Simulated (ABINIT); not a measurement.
# CdH2 (P-3m1): modes at Γ and the response to a field, part 3 of 3

Which modes does CdH2 (P-3m1) have at the zone centre?

ABINIT 10.8.3; DFT PBE, scalar-relativistic, plane waves, PseudoDojo norm-conserving pseudopotentials.

So far. Step 6 (Self-consistent run for the response): The cell stands at -0.37 GPa: the relaxation ran with a smoothed and higher cutoff and on another k mesh. Step 8 (Linear response at Γ): The acoustic modes at Γ come out as far as 2.9 cm⁻¹ from zero, where they should vanish, a small numerical error; the Born charges miss their sum rule by 0.0028 e, which is good. The relaxed cell has a = 3.171, c = 5.403 Å (conventional setting).

The structure was built from a prototype and need not be the compound's stable phase.

### 9. Zone-centre analysis

anaddb reads the merged derivatives, imposes the acoustic sum rule and charge neutrality, and adds the LO-TO term along chosen directions.

anaddb.abi reads:

```
ddb_filepath "gamma_DDB"
output_file "anaddb.abo"
outdata_prefix "anaddb"
asr 1
chneut 1
enunit 2
eivec 1
nph1l 1
qph1l 0.0 0.0 0.0 1.0
dieflag 1
nph2l 3
qph2l 
    1.0 0.0 0.0 0.0
    0.0 0.0 1.0 0.0
    1.0 1.0 1.0 0.0
```

mrgddb.in reads:

```
gamma_DDB
merged
2
dfpt_gammao_DS2_DDB
gso_DDB
```

Command:

```
$ mrgddb < mrgddb.in > mrgddb.log
$ OMP_NUM_THREADS=1 anaddb anaddb.abi > anaddb.log
```

anaddb.abo, the main output file:

```text
[banners, grids, parts of the stress and lines that vanish by symmetry left out]
-outvars_anaddb: echo values of input variables ----------------------

 Flags :
[...]
Dielectric Tensor and Effective Charges
[...]
Effective charge tensors after
[...]
Phonon wavevector (reduced coordinates) :  0.00000  0.00000  0.00000
 Phonon energies in Hartree :
[...]
Phonon energies in meV     :
-  0.000000E+00  0.000000E+00  0.000000E+00  3.637320E+01  3.637320E+01
-  9.586862E+01  1.020412E+02  1.020412E+02  1.193647E+02
 Phonon frequencies in cm-1    :
-  0.000000E+00  0.000000E+00  0.000000E+00  2.933696E+02  2.933696E+02
-  7.732325E+02  8.230178E+02  8.230178E+02  9.627415E+02
 Phonon frequencies in Thz     :
-  0.000000E+00  0.000000E+00  0.000000E+00  8.795000E+00  8.795000E+00
-  2.318093E+01  2.467345E+01  2.467345E+01  2.886227E+01
 Phonon energies in Kelvin  :
-  0.000000E+00  0.000000E+00  0.000000E+00  4.220935E+02  4.220935E+02
-  1.112509E+03  1.184139E+03  1.184139E+03  1.385170E+03
[...]
-  1  0.00000000E+00  2.18955462E-03  0.00000000E+00
-     0.00000000E+00  0.00000000E+00  0.00000000E+00
-  2  0.00000000E+00  2.18959405E-03  0.00000000E+00
-     0.00000000E+00  0.00000000E+00  0.00000000E+00
-  3  0.00000000E+00  2.18959405E-03  0.00000000E+00
-     0.00000000E+00  0.00000000E+00  0.00000000E+00
[...]
-  1  0.00000000E+00  0.00000000E+00  2.18955531E-03
-     0.00000000E+00  0.00000000E+00  0.00000000E+00
-  2  0.00000000E+00  0.00000000E+00  2.18955513E-03
-     0.00000000E+00  0.00000000E+00  0.00000000E+00
-  3  0.00000000E+00  0.00000000E+00  2.18955513E-03
-     0.00000000E+00  0.00000000E+00  0.00000000E+00
[...]
-  1  2.18955462E-03  0.00000000E+00  0.00000000E+00
-     0.00000000E+00  0.00000000E+00  0.00000000E+00
-  2  2.18959405E-03  0.00000000E+00  0.00000000E+00
-     0.00000000E+00  0.00000000E+00  0.00000000E+00
-  3  2.18959405E-03  0.00000000E+00  0.00000000E+00
-     0.00000000E+00  0.00000000E+00  0.00000000E+00
[...]
-  1  0.00000000E+00 -2.93218614E-04  0.00000000E+00
-     0.00000000E+00  0.00000000E+00  0.00000000E+00
[...]
-     0.00000000E+00  0.00000000E+00  0.00000000E+00
[...]
-     0.00000000E+00  0.00000000E+00  0.00000000E+00
[...]
-     0.00000000E+00  0.00000000E+00  0.00000000E+00
[...]
-     0.00000000E+00  0.00000000E+00  0.00000000E+00
[...]
-     1         -0.000000    -0.000028     0.000000     0.000028
-     2         -0.000000     0.000000     0.000000     0.000000
-     3         -0.000028     0.000000    -0.000000     0.000028
-     4          0.000002    -1.953280     0.000000     1.953280
-     5          1.953280     0.000002     0.000000     1.953280
[...]
-     7          0.000000    -0.000000    -0.000000     0.000000
-     8          0.000000    -0.000000     0.000000     0.000000
[...]
-   1     Real    0.0000E+00  1.1454E-14  0.0000E+00  0.0000E+00  0.0000E+00  0.0000E+00  1.1454E-14
[...]
-   2     Real    0.0000E+00  0.0000E+00  0.0000E+00  0.0000E+00  0.0000E+00  0.0000E+00  0.0000E+00
[...]
-   3     Real    1.1454E-14  0.0000E+00  0.0000E+00  0.0000E+00  0.0000E+00  0.0000E+00  1.1454E-14
[...]
-   4     Real    0.0000E+00  2.0403E-03  0.0000E+00 -2.1605E-09  0.0000E+00  0.0000E+00  2.0403E-03
[...]
-   5     Real    2.0403E-03  0.0000E+00  0.0000E+00  2.1605E-09  0.0000E+00  0.0000E+00  2.0403E-03
[...]
-   7     Real    0.0000E+00  0.0000E+00  0.0000E+00  0.0000E+00  0.0000E+00  0.0000E+00  0.0000E+00
[...]
-   8     Real    0.0000E+00  0.0000E+00  0.0000E+00  0.0000E+00  0.0000E+00  0.0000E+00  0.0000E+00
[...]
Phonon at Gamma, with non-analyticity in the
[...]
Phonon energies in Hartree :
[...]
Phonon energies in meV     :
-  0.000000E+00  0.000000E+00  0.000000E+00  3.637320E+01  9.586862E+01
[...]
Phonon frequencies in cm-1    :
-  0.000000E+00  0.000000E+00  0.000000E+00  2.933696E+02  7.732325E+02
[...]
Phonon frequencies in Thz     :
-  0.000000E+00  0.000000E+00  0.000000E+00  8.795000E+00  2.318093E+01
[...]
Phonon energies in Kelvin  :
-  0.000000E+00  0.000000E+00  0.000000E+00  4.220935E+02  1.112509E+03
[...]
Phonon at Gamma, with non-analyticity in the
[...]
Phonon energies in Hartree :
[...]
Phonon energies in meV     :
-  0.000000E+00  0.000000E+00  0.000000E+00  3.637320E+01  3.637320E+01
[...]
Phonon frequencies in cm-1    :
-  0.000000E+00  0.000000E+00  0.000000E+00  2.933696E+02  2.933696E+02
[...]
Phonon frequencies in Thz     :
-  0.000000E+00  0.000000E+00  0.000000E+00  8.795000E+00  8.795000E+00
[...]
Phonon energies in Kelvin  :
-  0.000000E+00  0.000000E+00  0.000000E+00  4.220935E+02  4.220935E+02
[...]
Phonon at Gamma, with non-analyticity in the
[...]
Phonon energies in Hartree :
[...]
Phonon energies in meV     :
-  0.000000E+00  0.000000E+00  0.000000E+00  3.637320E+01  8.724202E+01
[...]
Phonon frequencies in cm-1    :
-  0.000000E+00  0.000000E+00  0.000000E+00  2.933696E+02  7.036543E+02
[...]
Phonon frequencies in Thz     :
-  0.000000E+00  0.000000E+00  0.000000E+00  8.795000E+00  2.109503E+01
[...]
Phonon energies in Kelvin  :
-  0.000000E+00  0.000000E+00  0.000000E+00  4.220935E+02  1.012402E+03
[...]
-  2  2.01750390E-03  8.50807612E-04 -2.02559686E-06
-     0.00000000E+00  0.00000000E+00  0.00000000E+00
-  3  2.01750390E-03  8.50807612E-04 -2.02559686E-06
-     0.00000000E+00  0.00000000E+00  0.00000000E+00
[...]
-  1  0.00000000E+00  0.00000000E+00  0.00000000E+00
-     0.00000000E+00  0.00000000E+00  0.00000000E+00
-  2  2.30001913E-07 -1.64963404E-02  0.00000000E+00
-     0.00000000E+00  0.00000000E+00  0.00000000E+00
-  3 -2.30001913E-07  1.64963404E-02  0.00000000E+00
-     0.00000000E+00  0.00000000E+00  0.00000000E+00
[...]
-  1  0.00000000E+00  0.00000000E+00  0.00000000E+00
-     0.00000000E+00  0.00000000E+00  0.00000000E+00
-  2  1.64963404E-02  2.30001913E-07  0.00000000E+00
-     0.00000000E+00  0.00000000E+00  0.00000000E+00
-  3 -1.64963404E-02 -2.30001913E-07  0.00000000E+00
-     0.00000000E+00  0.00000000E+00  0.00000000E+00
[...]
Direction                     Dielectric constant
[...]
0.00000   0.00000   1.00000      2.84424637
   1.00000   1.00000   1.00000     35.81052417
-
```

Elapsed: 0.51 s, on 1 thread of Arm Neoverse V1, shared host.

Numbers from this step:

```
mean static dielectric constant      : 35.81
highest mode moved by the LO-TO term : 835.0 cm⁻¹
```

No LO-TO term; unit eigenvectors of the mass-weighted matrix, from anaddb's displacements. The modes at Γ (shares of kinetic energy by element, %):

```tsv
mode	frequency (cm⁻¹)	Cd %	H %
1	0.0	98	2
2	0.0	98	2
3	0.0	98	2
4	293.4	2	98
5	293.4	2	98
6	773.2	2	98
7	823.0	0	100
8	823.0	0	100
9	962.7	0	100
```

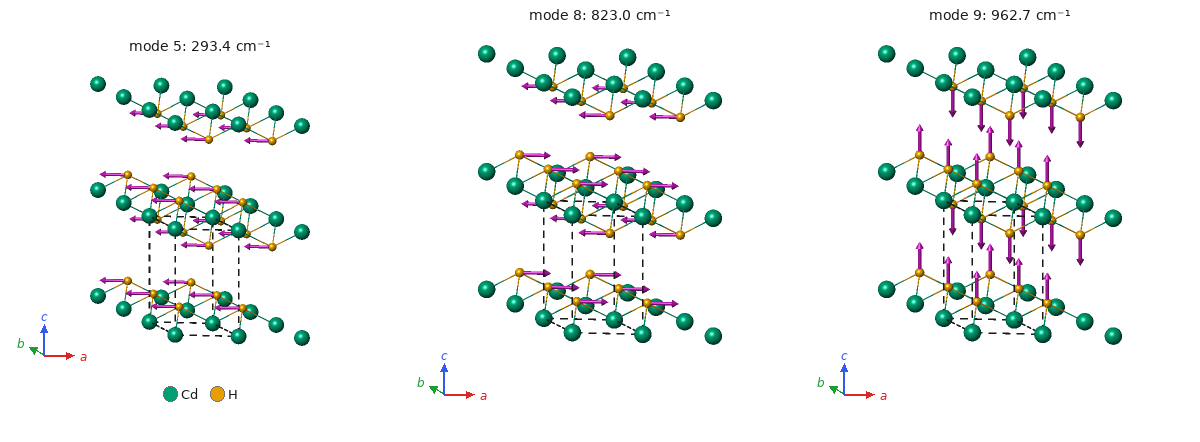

Displacement patterns of modes 5, 8 and 9 at Γ; arrows are exaggerated. Bonds to atoms that aren't drawn are left out. 2×3×2 cells are drawn. Some periodic images of atoms are drawn too.

Static dielectric tensor (ions relaxed, fixed cell):

```
52.29  0.00  0.00
 0.00 52.29  0.00
 0.00  0.00  2.84
```

The rule moves no optical mode by more than 0.1 cm⁻¹.

### 10. Sum rules set otherwise (asr 0)

Without the rule the raw error of the acoustic modes shows.

anaddb.abi, as its differences from that of step 9:

```diff
@@ -3,4 +3,4 @@
 outdata_prefix "anaddb"
-asr 1
-chneut 1
+asr 0
+chneut 0
 enunit 2
```

mrgddb.in is that of step 9.

anaddb.abo, the main output file:

```text
[banners, grids, parts of the stress and lines that vanish by symmetry left out]
-outvars_anaddb: echo values of input variables ----------------------

 Flags :
[...]
Dielectric Tensor and Effective Charges
[...]
Effective charge tensors after
[...]
Phonon wavevector (reduced coordinates) :  0.00000  0.00000  0.00000
 Phonon energies in Hartree :
[...]
Phonon energies in meV     :
-  2.468297E-01  2.468297E-01  3.596294E-01  3.637335E+01  3.637335E+01
-  9.586876E+01  1.020413E+02  1.020413E+02  1.193648E+02
 Phonon frequencies in cm-1    :
-  1.990816E+00  1.990816E+00  2.900607E+00  2.933709E+02  2.933709E+02
-  7.732337E+02  8.230182E+02  8.230182E+02  9.627424E+02
 Phonon frequencies in Thz     :
-  5.968315E-02  5.968316E-02  8.695800E-02  8.795037E+00  8.795037E+00
-  2.318096E+01  2.467347E+01  2.467347E+01  2.886229E+01
 Phonon energies in Kelvin  :
-  2.864340E+00  2.864340E+00  4.173326E+00  4.220952E+02  4.220952E+02
-  1.112511E+03  1.184140E+03  1.184140E+03  1.385172E+03
[...]
-  1  4.21206070E-07 -2.18955307E-03  0.00000000E+00
-     0.00000000E+00  0.00000000E+00  0.00000000E+00
-  2  4.21230106E-07 -2.18967802E-03  0.00000000E+00
-     0.00000000E+00  0.00000000E+00  0.00000000E+00
-  3  4.21230106E-07 -2.18967802E-03  0.00000000E+00
-     0.00000000E+00  0.00000000E+00  0.00000000E+00
[...]
-  1  2.18955307E-03  4.21206070E-07  0.00000000E+00
-     0.00000000E+00  0.00000000E+00  0.00000000E+00
-  2  2.18967802E-03  4.21230106E-07  0.00000000E+00
-     0.00000000E+00  0.00000000E+00  0.00000000E+00
-  3  2.18967802E-03  4.21230106E-07  0.00000000E+00
-     0.00000000E+00  0.00000000E+00  0.00000000E+00
[...]
-  1  0.00000000E+00  2.93229864E-04  0.00000000E+00
-     0.00000000E+00  0.00000000E+00  0.00000000E+00
-  2  0.00000000E+00 -1.63503688E-02  0.00000000E+00
-     0.00000000E+00  0.00000000E+00  0.00000000E+00
-  3  0.00000000E+00 -1.63503688E-02  0.00000000E+00
-     0.00000000E+00  0.00000000E+00  0.00000000E+00
[...]
-  1  2.93229864E-04  0.00000000E+00  0.00000000E+00
-     0.00000000E+00  0.00000000E+00  0.00000000E+00
[...]
-     0.00000000E+00  0.00000000E+00  0.00000000E+00
[...]
-     0.00000000E+00  0.00000000E+00  0.00000000E+00
[...]
-     0.00000000E+00  0.00000000E+00  0.00000000E+00
[...]
-     0.00000000E+00  0.00000000E+00  0.00000000E+00
[...]
-     1          0.000000    -0.001536     0.000000     0.001536
-     2          0.001536     0.000000    -0.000000     0.001536
[...]
-     4          0.000011     1.951965    -0.000000     1.951965
-     5          1.951965    -0.000011    -0.000000     1.951965
[...]
-     7          0.000000     0.000000     0.000000     0.000000
-     8          0.000000     0.000000    -0.000000     0.000000
[...]
-   1     Real    0.0000E+00  3.3956E-11  0.0000E+00  0.0000E+00  0.0000E+00  0.0000E+00  3.3956E-11
[...]
-   2     Real    3.3956E-11  0.0000E+00  0.0000E+00  0.0000E+00  0.0000E+00  0.0000E+00  3.3956E-11
[...]
-   4     Real    6.1398E-14  2.0375E-03  0.0000E+00  1.1185E-08  0.0000E+00  0.0000E+00  2.0375E-03
[...]
-   5     Real    2.0375E-03  6.1398E-14  0.0000E+00 -1.1185E-08  0.0000E+00  0.0000E+00  2.0375E-03
[...]
-   7     Real    0.0000E+00  0.0000E+00  0.0000E+00  0.0000E+00  0.0000E+00  0.0000E+00  0.0000E+00
[...]
-   8     Real    0.0000E+00  0.0000E+00  0.0000E+00  0.0000E+00  0.0000E+00  0.0000E+00  0.0000E+00
[...]
Phonon at Gamma, with non-analyticity in the
[...]
Phonon energies in Hartree :
[...]
Phonon energies in meV     :
-  2.468297E-01  2.468683E-01  3.596294E-01  3.637335E+01  9.586876E+01
[...]
Phonon frequencies in cm-1    :
-  1.990816E+00  1.991127E+00  2.900607E+00  2.933709E+02  7.732337E+02
[...]
Phonon frequencies in Thz     :
-  5.968315E-02  5.969248E-02  8.695800E-02  8.795037E+00  2.318096E+01
[...]
Phonon energies in Kelvin  :
-  2.864340E+00  2.864787E+00  4.173326E+00  4.220952E+02  1.112511E+03
[...]
Phonon at Gamma, with non-analyticity in the
[...]
Phonon energies in Hartree :
[...]
Phonon energies in meV     :
-  2.468297E-01  2.468297E-01  3.597040E-01  3.637335E+01  3.637335E+01
[...]
Phonon frequencies in cm-1    :
-  1.990816E+00  1.990816E+00  2.901208E+00  2.933709E+02  2.933709E+02
[...]
Phonon frequencies in Thz     :
-  5.968315E-02  5.968316E-02  8.697604E-02  8.795037E+00  8.795037E+00
[...]
Phonon energies in Kelvin  :
-  2.864340E+00  2.864340E+00  4.174192E+00  4.220952E+02  4.220952E+02
[...]
Phonon at Gamma, with non-analyticity in the
[...]
Phonon energies in Hartree :
[...]
Phonon energies in meV     :
-  2.468297E-01  2.468672E-01  3.596314E-01  3.637335E+01  8.721558E+01
[...]
Phonon frequencies in cm-1    :
-  1.990816E+00  1.991119E+00  2.900623E+00  2.933709E+02  7.034411E+02
[...]
Phonon frequencies in Thz     :
-  5.968315E-02  5.969224E-02  8.695848E-02  8.795037E+00  2.108863E+01
[...]
Phonon energies in Kelvin  :
-  2.864340E+00  2.864775E+00  4.173349E+00  4.220952E+02  1.012095E+03
[...]
-  2  1.54984585E-03  1.54933693E-03  0.00000000E+00
-     0.00000000E+00  0.00000000E+00  0.00000000E+00
-  3  1.54984585E-03  1.54933693E-03  0.00000000E+00
-     0.00000000E+00  0.00000000E+00  0.00000000E+00
[...]
-  1  0.00000000E+00  0.00000000E+00  0.00000000E+00
-     0.00000000E+00  0.00000000E+00  0.00000000E+00
-  2  0.00000000E+00  1.64963405E-02  0.00000000E+00
-     0.00000000E+00  0.00000000E+00  0.00000000E+00
-  3  0.00000000E+00 -1.64963405E-02  0.00000000E+00
-     0.00000000E+00  0.00000000E+00  0.00000000E+00
[...]
-  1  0.00000000E+00  0.00000000E+00  0.00000000E+00
-     0.00000000E+00  0.00000000E+00  0.00000000E+00
-  2  1.64963405E-02  0.00000000E+00  0.00000000E+00
-     0.00000000E+00  0.00000000E+00  0.00000000E+00
-  3 -1.64963405E-02  0.00000000E+00  0.00000000E+00
-     0.00000000E+00  0.00000000E+00  0.00000000E+00
[...]
Direction                     Dielectric constant
[...]
0.00000   0.00000   1.00000      2.84343009
   1.00000   1.00000   1.00000     35.76943826
-
```

The job ended after 0.5 s (1 thread).

This step gave:

```yaml
mean_static_dielectric_constant: 35.77
```

Zone-centre frequencies as printed; negative means imaginary. Modes:

```tsv
mode	frequency (cm⁻¹)
1	1.99
2	1.99
3	2.9
4	293.4
5	293.4
6	773.2
7	823
8	823
9	962.7
```

### 11. What came out

```json
{
 "space group after relaxation": "P-3m1",
 "volume per atom": "15.7 Å³",
 "highest optical zone-centre mode (no LO-TO term)": "962.7 cm⁻¹",
 "lowest optical zone-centre mode": "293.4 cm⁻¹",
 "highest mode moved by the LO-TO term": "835.0 cm⁻¹",
 "mean high-frequency dielectric constant": "5.55",
 "largest Born charge in size (third of the trace)": "2.04 e",
 "mean static dielectric constant": "35.8",
 "imaginary optical modes at the zone centre (no q mesh in this session)": "none"
}
```

In words: At the PBE level the optical modes of CdH2 (P-3m1) at the zone centre (no LO-TO term) run from 293 to 963 cm⁻¹. The base run prints -0.37 GPa, mostly the error of a finite basis; the relaxation, with a smoothed and higher cutoff, had brought the cell to rest. Along the directions run, the highest mode that the macroscopic field moves lies at 835 cm⁻¹. Lattice motion raises the mean dielectric constant from 5.552 to 35.81. These are harmonic frequencies at zero temperature: anharmonic shifts and linewidths and thermal expansion are left out. The structure is a hypothetical one, built on a prototype.

[Host names and launcher messages were left out of these logs when they were recorded.]

[Logs are printed without paths, hosts, clocks, repeated set-up lines and the standing remarks that a program may print on its own settings, such as how far it seeks lower states.]

[Hosts, paths, dates, database ids (printed as entryN), source tags and the programs' standing remarks are cut or masked in the printed files.]
